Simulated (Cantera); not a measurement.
Input: 1 mol Cu, 0.81 mol F2, 1 mol H2, equilibrated at 0.100 bar.

Cantera equilibrium calculation (NASA polynomials, part measured and part estimated; ideal gas, pure solids and liquids). Candidate condensed phases: Cu, CuF2; 15 gas species. The numbers say what is thermodynamically allowed, not how fast it happens.

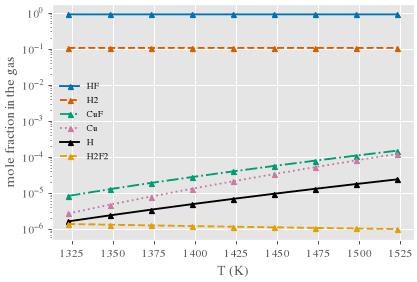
Figure. Equilibrium gas composition (values under 1e-9 drawn at 1e-9)

From 1323 K to 1348 K the condensed part is Cu(s). From 1373 K to 1523 K the condensed part is Cu(l). The main Cu-bearing gas is CuF throughout.
